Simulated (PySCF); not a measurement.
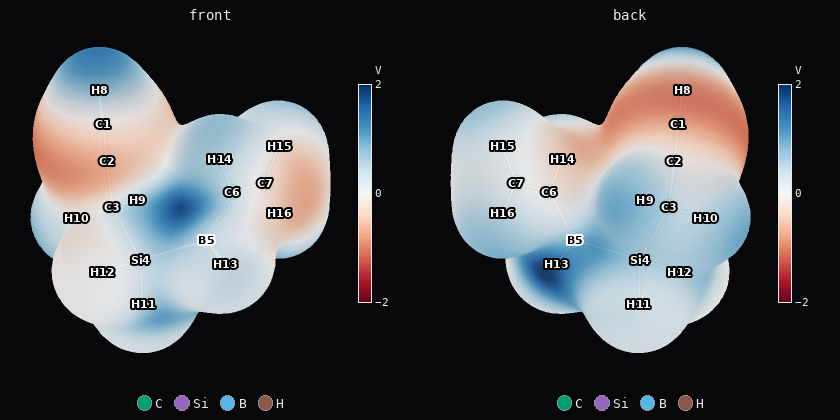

Figure. C₅H₉BSi (SMILES C#CC[SiH2]BC=C). The molecular electrostatic potential painted on the density surface at 0.002 e/bohr³, seen from the front and from behind; the colour scale runs from red (negative) to blue (positive).

Geometry: GFN2-xTB.

The calculation used PBE/pcSseg-1, SCF density, in a methanol solvent model, non-relativistic (PySCF).

```xyz
16

C    -2.4484    1.0676    0.8230
C    -1.9985    0.2349    0.0889
C    -1.4237   -0.7741   -0.7621
Si   -0.0148   -1.7294    0.1386
B     1.4040   -0.5193    0.7653
C     1.4064    0.9569    0.3321
C     1.9685    1.5822   -0.6928
H    -2.8657    1.8018    1.4450
H    -1.0257   -0.2912   -1.6579
H    -2.2110   -1.4594   -1.0807
H     0.4367   -2.7324   -0.8494
H    -0.6799   -2.5070    1.2034
H     2.2254   -0.8887    1.5180
H     0.7942    1.5629    1.0030
H     1.8527    2.6401   -0.8659
H     2.5796    1.0551   -1.4085
```

Describe the electrostatic potential map.

Answer. The most negative region (about −1.1 V) lies over C1 and C2, the most positive (about +1.8 V) over B5.

What dipole moment does the calculation give?

Answer. Its dipole moment is 0.87 D.
